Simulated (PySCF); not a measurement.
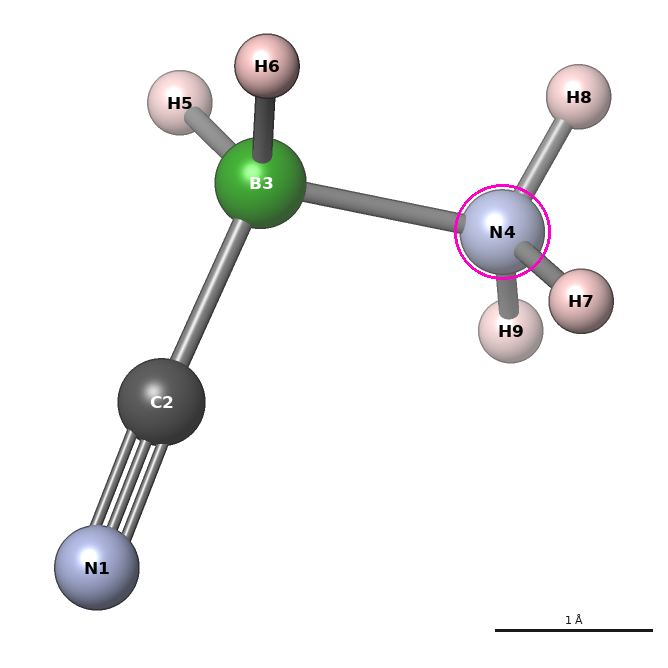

Orthographic view. Atoms fade into the background with distance from the viewer. Computed geometry: PBE0-D3(BJ)/def2-SVP optimisation. No frequency run is at hand to confirm it as a minimum.

Which atoms are bonded to the circled atom?

Answer. The circled atom is N4; it is bonded to B3, H7, H8, H9.

Which two atoms are farthest apart in space?

Answer. N1 and H8, 4.48 Å.

Of B3 and H5, which is nearer the viewer?

Answer. B3; the bond to H5 points away from the viewer, so it looks shorter than its 1.22 Å.

What is the shortest path along bonds from the circled atom to N1?

Answer. N4–B3–C2–N1, 3 bonds; through space the two are 3.51 Å apart.
